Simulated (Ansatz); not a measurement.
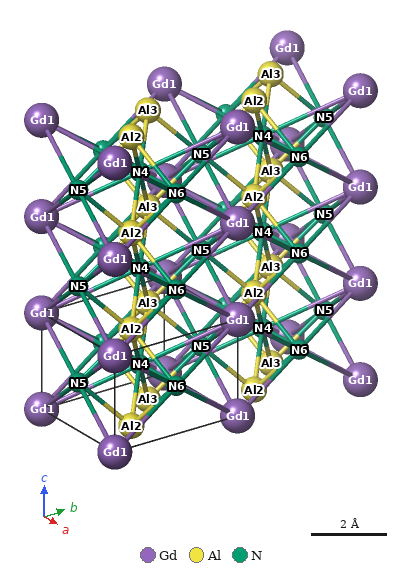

Solid GdAl2N3 (a generated structure, set up in P6/mmm) (coarse preliminary run), before the relaxation. Style: ball-and-stick. Shown: the cell of the calculation, repeated 1 × 2 × 3 with one cell outlined, slightly off an axis.

Computed with DFT PBE, scalar-relativistic, plane waves, PAW in Ansatz.

Input file:
```yaml
crystal:
  lattice:
    - [5.351096217, 0.0, 0.0]
    - [-2.6755481085, 4.634185262, 0.0]
    - [0.0, 0.0, 2.676523464]
  atoms:
    - { symbol: Gd, position: [0.0, 0.0, 0.0], spin: 7.53 }
    - { symbol: Al, position: [0.6666666667, 0.3333333333, 0.0] }
    - { symbol: Al, position: [0.3333333333, 0.6666666667, 0.0] }
    - { symbol: "N", position: [0.5, 0.5, 0.5] }
    - { symbol: "N", position: [0.5, 0.0, 0.5] }
    - { symbol: "N", position: [0.0, 0.5, 0.5] }
basis:
  ecutwfc: 420
kpoints:
  mp_grid: { grid: [6, 6, 6] }
hamiltonian:
  xc: pbe
scf:
  occupations: { method: gaussian, width: 0.1 }
  lower_state_search: "off"
output:
  forces: true
  stress: true
  eigenvalues: true
  populations: true
magnetization:
  spin_polarized: true
relax:
  adjacent_minimum: "off"
  f_tol: 0.04
  max_steps: 70
  cell: { stress_tol: 0.4 }
```

Run as
```bash
ansatz run input.yaml --threads 1 --pin off --max-ram 2560MiB --backend cpu --events-out ev --progress --plain --runs-dir out
```

### Where does the relaxation end?

Over 2 accepted moves (3 points after the start) the energy falls by 2.1 meV per atom. All forces vanish by symmetry, so only the cell relaxes. The pressure goes from −0.12 to 0.15 GPa. The SCF was repeated once at an unchanged geometry on a basis and grid sized afresh for the cell, which shifted the energy by 0.1 meV per atom at most. The atoms keep their places relative to the cell (all moves are under 0.005 Å). The volume changes by −0.5 %, with a = b 5.351 → 5.313 Å (−0.7 %), c 2.677 → 2.702 Å (+1.0 %). Among the contacts that change: Gd1–Gd1 2.677 → 2.702 Å, Gd1–Al2 3.089 → 3.067 Å, Gd1–N4 2.992 → 2.980 Å. The space group stays P6/mmm (No. 191).

Final geometry:

```xyz
6
Lattice="5.3129 0.0000 0.0000 -2.6564 4.6011 0.0000 0.0000 0.0000 2.7022" Properties=species:S:1:pos:R:3 pbc="T T T"
Gd    0.0000    0.0000    0.0000
Al    2.6564    1.5337    0.0000
Al    0.0000    3.0674    0.0000
N     1.3282    2.3005    1.3511
N     2.6564    0.0000    1.3511
N     3.9847    2.3005    1.3511
```

The end point in the same view:

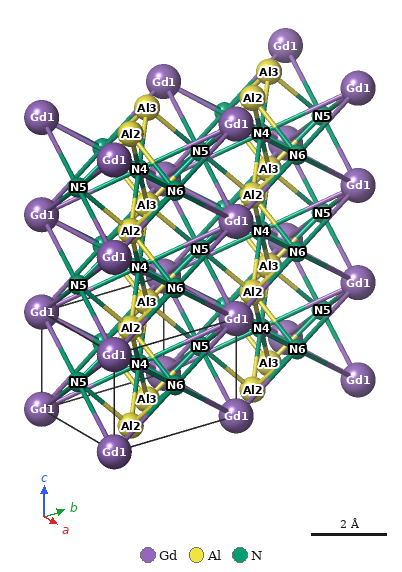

Limits of the set-up: the k-point mesh is coarse for a cell with partly filled bands.
